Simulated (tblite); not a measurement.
**Saddle-point search, with input and output: C$_{8}$H$_{17}$ (charge +1) (part 2 of 2)**

C$_{8}$H$_{17}$, charge +1; GFN2-xTB saddle search (eigenvector following) and harmonic vibrations, gas phase (tblite 0.8.0). 

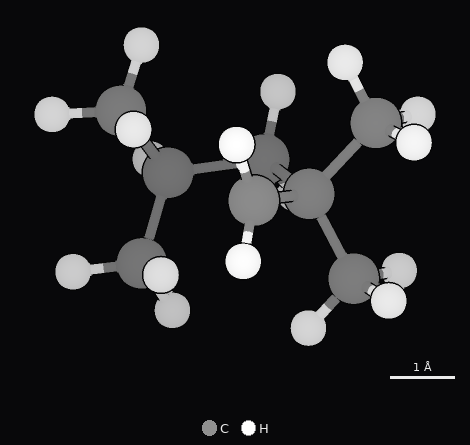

Figure 1. The geometry at step 13 of the log (ball-and-stick view, seen at a tilt).

**Trajectory as extended XYZ, continued**
```
25
Properties=species:S:1:pos:R:3:forces:R:3 step=9 energy=-688.38698
C    -1.9291    1.1767    0.4661   -0.0310   0.0040   0.0030
C    -1.0246    0.0235   -0.0452   -0.0460   0.0080   0.0230
C    -1.7940   -1.3053   -0.1245   -0.0030  -0.0140  -0.0040
C    -0.5500    0.3910   -1.3485    0.0090  -0.0150  -0.0130
C     0.0990   -0.1468    1.0930    0.0050  -0.0120  -0.0020
C     1.5238   -0.1469    0.5789    0.0180  -0.0180  -0.0120
C     1.9347    1.2066    0.0463    0.0480   0.0490  -0.0370
C     1.7613   -1.2108   -0.4676    0.0240   0.0200  -0.0060
H    -1.3832    2.1156    0.5267   -0.0350  -0.0320  -0.0020
H    -2.7782    1.3065   -0.2025    0.0390  -0.0020   0.0400
H    -2.3077    0.9242    1.4548    0.0190   0.0080  -0.0670
H    -1.1556   -2.1211   -0.4558   -0.0180   0.0260   0.0140
H    -2.1998   -1.5571    0.8522    0.0080  -0.0050  -0.0240
H    -2.6270   -1.2160   -0.8193    0.0370  -0.0070   0.0190
H    -0.5828   -0.3145   -2.1694   -0.0100   0.0370   0.0340
H    -0.4767    1.4303   -1.6360    0.0040  -0.0060   0.0060
H    -0.1219   -1.0899    1.5921    0.0030   0.0330  -0.0130
H    -0.0261    0.6598    1.8139    0.0040  -0.0090  -0.0220
H     2.1411   -0.3774    1.4609   -0.0070  -0.0030  -0.0100
H     1.3518    1.3792   -0.8730    0.0620  -0.0050   0.0720
H     2.9896    1.2336   -0.2289   -0.1170  -0.0010   0.0290
H     1.7319    2.0113    0.7517    0.0230  -0.0550  -0.0650
H     2.8031   -1.2470   -0.7803   -0.0460   0.0040   0.0000
H     1.1625   -0.9252   -1.3483    0.0150  -0.0020   0.0300
H     1.4582   -2.2004   -0.1376   -0.0040  -0.0040   0.0060
25
Properties=species:S:1:pos:R:3:forces:R:3 step=10 energy=-688.39117
C    -1.9528    1.1670    0.4768    0.0160   0.0010   0.0050
C    -1.0334    0.0305   -0.0434    0.0750  -0.0050  -0.0320
C    -1.7776   -1.3102   -0.1334    0.0070   0.0040  -0.0120
C    -0.5523    0.4241   -1.3364   -0.0390   0.0200   0.0190
C     0.1003   -0.1264    1.0905   -0.0280  -0.0020   0.0400
C     1.5247   -0.1502    0.5738   -0.0380   0.0150   0.0140
C     1.9494    1.1946    0.0280   -0.0670  -0.0790   0.0780
C     1.7510   -1.2278   -0.4604   -0.0170  -0.0090  -0.0060
H    -1.4205    2.1122    0.5460   -0.0190  -0.0130   0.0010
H    -2.8009    1.2921   -0.1901   -0.0220  -0.0040  -0.0140
H    -2.3280    0.9006    1.4605   -0.0040  -0.0110   0.0120
H    -1.1219   -2.1141   -0.4597   -0.0150   0.0260   0.0140
H    -2.1905   -1.5726    0.8370    0.0110  -0.0040  -0.0060
H    -2.6036   -1.2348   -0.8371    0.0180   0.0010   0.0030
H    -0.5853   -0.2625   -2.1716    0.0040   0.0190  -0.0010
H    -0.4648    1.4696   -1.5968    0.0020  -0.0180   0.0140
H    -0.1315   -1.0580    1.6072    0.0120   0.0520  -0.0140
H    -0.0141    0.6961    1.7962    0.0090  -0.0320  -0.0330
H     2.1389   -0.3785    1.4577    0.0030  -0.0010   0.0100
H     1.4027    1.3509   -0.9073   -0.0850   0.0060  -0.1220
H     3.0043    1.2216   -0.2102    0.1730  -0.0170  -0.0410
H     1.7229    2.0097    0.7062   -0.0130   0.0570   0.0660
H     2.7869   -1.2612   -0.7880   -0.0060  -0.0170   0.0030
H     1.1391   -0.9586   -1.3352    0.0080  -0.0110   0.0090
H     1.4571   -2.2143   -0.1102    0.0160   0.0230  -0.0060
25
Properties=species:S:1:pos:R:3:forces:R:3 step=12 energy=-688.40404
C    -1.9992    1.1330    0.4778    0.0010  -0.0020  -0.0040
C    -1.0286    0.0317   -0.0438    0.0100   0.0120  -0.0020
C    -1.7321   -1.3258   -0.1443    0.0050   0.0040  -0.0040
C    -0.5588    0.4702   -1.3246   -0.0150   0.0240  -0.0080
C     0.0983   -0.0699    1.0953   -0.0120   0.0010   0.0150
C     1.5209   -0.1514    0.5743   -0.0070   0.0050   0.0000
C     1.9949    1.1734    0.0178   -0.0050  -0.0490   0.0060
C     1.7074   -1.2408   -0.4562   -0.0010   0.0050   0.0040
H    -1.5097    2.1010    0.5482   -0.0200  -0.0230   0.0010
H    -2.8532    1.2193   -0.1893    0.0070  -0.0090   0.0060
H    -2.3588    0.8445    1.4617    0.0030  -0.0020  -0.0060
H    -1.0527   -2.1114   -0.4637    0.0010   0.0100   0.0000
H    -2.1489   -1.6049    0.8198    0.0090  -0.0020  -0.0050
H    -2.5511   -1.2728   -0.8577    0.0100  -0.0030  -0.0020
H    -0.6200   -0.1753   -2.1918    0.0010   0.0350   0.0270
H    -0.4323    1.5237   -1.5337    0.0000  -0.0440   0.0180
H    -0.1531   -0.9647    1.6653    0.0090   0.0450  -0.0140
H     0.0085    0.7930    1.7545    0.0040  -0.0230  -0.0310
H     2.1298   -0.3966    1.4576   -0.0030   0.0010  -0.0010
H     1.4562    1.3478   -0.9217   -0.0210  -0.0040  -0.0360
H     3.0544    1.1569   -0.2197    0.0390  -0.0160  -0.0100
H     1.8006    2.0005    0.6927   -0.0010   0.0380   0.0360
H     2.7384   -1.3020   -0.7962   -0.0110  -0.0040   0.0040
H     1.0918   -0.9611   -1.3257   -0.0020  -0.0020   0.0000
H     1.3974   -2.2179   -0.0967   -0.0010   0.0010   0.0060
25
Properties=species:S:1:pos:R:3:forces:R:3 step=13 energy=-688.41099
C    -2.0271    1.1121    0.4787    0.0020  -0.0040  -0.0080
C    -1.0292    0.0318   -0.0445    0.0100   0.0160   0.0100
C    -1.7082   -1.3353   -0.1509    0.0040   0.0020  -0.0010
C    -0.5645    0.4950   -1.3170   -0.0130   0.0230  -0.0160
C     0.0965   -0.0362    1.0947   -0.0130  -0.0030   0.0150
C     1.5185   -0.1501    0.5742    0.0000   0.0130   0.0050
C     2.0243    1.1615    0.0118    0.0240   0.0000   0.0040
C     1.6829   -1.2466   -0.4526   -0.0020   0.0080   0.0010
H    -1.5617    2.0918    0.5497   -0.0200  -0.0230  -0.0010
H    -2.8834    1.1766   -0.1877    0.0100  -0.0090   0.0070
H    -2.3764    0.8120    1.4628    0.0030  -0.0020  -0.0050
H    -1.0160   -2.1082   -0.4731   -0.0020   0.0100   0.0010
H    -2.1219   -1.6277    0.8105    0.0090   0.0000  -0.0050
H    -2.5265   -1.2937   -0.8660    0.0080  -0.0030  -0.0010
H    -0.6422   -0.1257   -2.2009    0.0000   0.0350   0.0280
H    -0.4096    1.5502   -1.4955   -0.0020  -0.0500   0.0160
H    -0.1647   -0.9089    1.6944    0.0100   0.0490  -0.0150
H     0.0190    0.8487    1.7261    0.0040  -0.0250  -0.0350
H     2.1220   -0.4047    1.4585   -0.0050   0.0010  -0.0040
H     1.4907    1.3483   -0.9293    0.0180  -0.0050   0.0110
H     3.0855    1.1137   -0.2253   -0.0440   0.0000   0.0100
H     1.8533    1.9981    0.6860    0.0120  -0.0370  -0.0240
H     2.7102   -1.3209   -0.8012   -0.0130  -0.0030   0.0030
H     1.0625   -0.9629   -1.3183    0.0020   0.0010   0.0020
H     1.3662   -2.2188   -0.0853   -0.0020   0.0050   0.0020
25
Properties=species:S:1:pos:R:3:forces:R:3 step=15 energy=-688.42104
C    -2.0829    1.0680    0.4851    0.0100  -0.0030  -0.0030
C    -1.0312    0.0361   -0.0456    0.0120   0.0200   0.0050
C    -1.6634   -1.3485   -0.1651    0.0000   0.0000   0.0040
C    -0.5792    0.5522   -1.2992   -0.0090   0.0380  -0.0160
C     0.0933    0.0299    1.0882   -0.0110  -0.0090   0.0060
C     1.5132   -0.1491    0.5722    0.0070   0.0230  -0.0010
C     2.0784    1.1333   -0.0052    0.0270  -0.0050   0.0150
C     1.6408   -1.2619   -0.4429   -0.0020   0.0040   0.0010
H    -1.6711    2.0711    0.5557   -0.0140  -0.0180   0.0000
H    -2.9445    1.0854   -0.1768    0.0080  -0.0050   0.0030
H    -2.4068    0.7447    1.4707    0.0070   0.0020  -0.0080
H    -0.9504   -2.0951   -0.5023   -0.0050   0.0080  -0.0010
H    -2.0615   -1.6700    0.7938    0.0090   0.0070  -0.0100
H    -2.4857   -1.3254   -0.8762   -0.0020  -0.0020  -0.0030
H    -0.6778   -0.0167   -2.2150    0.0030   0.0280   0.0320
H    -0.3713    1.6076   -1.4137   -0.0110  -0.0720   0.0100
H    -0.1859   -0.7933    1.7466    0.0060   0.0310  -0.0070
H     0.0405    0.9565    1.6591    0.0030  -0.0170  -0.0250
H     2.1032   -0.4178    1.4610   -0.0010   0.0030  -0.0020
H     1.5722    1.3329   -0.9570    0.0050  -0.0040   0.0010
H     3.1404    1.0348   -0.2234   -0.0500   0.0060   0.0120
H     1.9365    1.9860    0.6552    0.0070  -0.0340  -0.0160
H     2.6635   -1.3652   -0.7965    0.0000  -0.0020   0.0010
H     1.0230   -0.9743   -1.3092    0.0010   0.0010  -0.0010
H     1.3069   -2.2215   -0.0592   -0.0010   0.0020   0.0000
25
Properties=species:S:1:pos:R:3:forces:R:3 step=17 energy=-688.42275
C    -2.1044    1.0475    0.4874    0.0000   0.0000   0.0000
C    -1.0317    0.0373   -0.0471    0.0000   0.0000   0.0000
C    -1.6478   -1.3526   -0.1721   -0.0010  -0.0020   0.0000
C    -0.5881    0.5741   -1.2928    0.0000   0.0000   0.0000
C     0.0919    0.0588    1.0821    0.0000  -0.0010   0.0000
C     1.5114   -0.1488    0.5717    0.0000   0.0000   0.0000
C     2.1009    1.1207   -0.0088    0.0000   0.0000   0.0000
C     1.6266   -1.2676   -0.4386    0.0000   0.0000   0.0000
H    -1.7187    2.0603    0.5542    0.0000   0.0000   0.0000
H    -2.9693    1.0409   -0.1699    0.0000   0.0000   0.0000
H    -2.4127    0.7171    1.4754    0.0000   0.0000   0.0000
H    -0.9338   -2.0857   -0.5349   -0.0020   0.0010   0.0000
H    -2.0218   -1.6924    0.7897    0.0010   0.0000  -0.0020
H    -2.4843   -1.3310   -0.8667    0.0010   0.0000   0.0010
H    -0.6951    0.0267   -2.2193    0.0000   0.0000   0.0000
H    -0.3566    1.6247   -1.3822    0.0000   0.0000   0.0000
H    -0.1950   -0.7356    1.7705    0.0000   0.0010   0.0010
H     0.0508    1.0055    1.6187    0.0000   0.0000  -0.0010
H     2.0933   -0.4232    1.4638    0.0000   0.0000   0.0000
H     1.6055    1.3281   -0.9639    0.0000   0.0000   0.0000
H     3.1608    1.0021   -0.2194    0.0000   0.0000   0.0000
H     1.9722    1.9762    0.6489    0.0000   0.0000   0.0000
H     2.6495   -1.3858   -0.7872    0.0000   0.0000   0.0000
H     1.0164   -0.9762   -1.3089    0.0000   0.0000   0.0000
H     1.2804   -2.2211   -0.0507    0.0000   0.0000   0.0000
```

**Results in brief**

- outcome: converged
- total energy: −688.4228 eV
- point group: C1
- wall time: 7.8 s
- peak memory: 0.2 GiB
